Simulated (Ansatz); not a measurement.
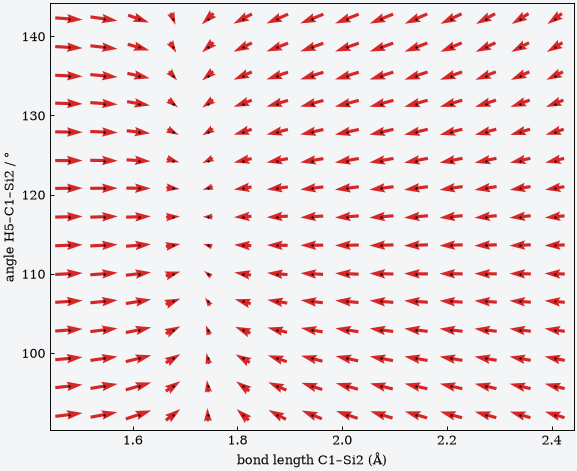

CH₄NSi, SMILES C=[Si+]N, charge +1. The first coordinate is: bond length C1–Si2; the second: angle H5–C1–Si2. Nothing is relaxed (all other coordinates rigid). The grid has 15 × 15 points. Points are written as (first, second). These are results of RKS PBE0-D4/def2-TZVP in Ansatz, not measurements.

The picture shows dots at the grid points, arrows along the force (downhill), their lengths compressed.

The arrows alone are given. Where is the energy lowest?

Answer. The arrows converge at about (1.719 Å, 117°) (read from the interpolated surface).

The energy map of the same scan:

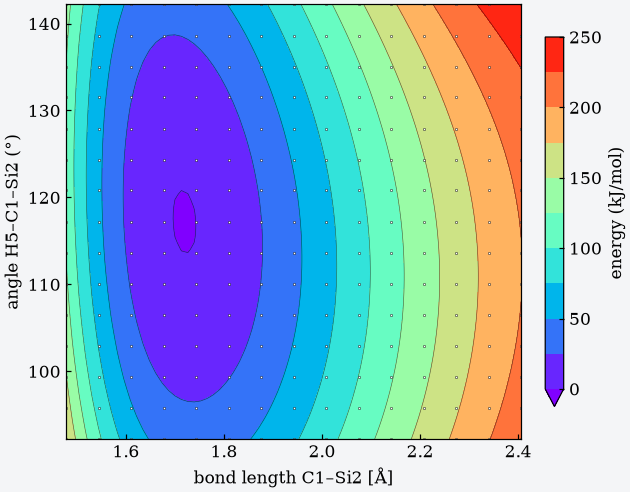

Energies are in kJ/mol, from the lowest grid point; between grid points the surface is interpolated.
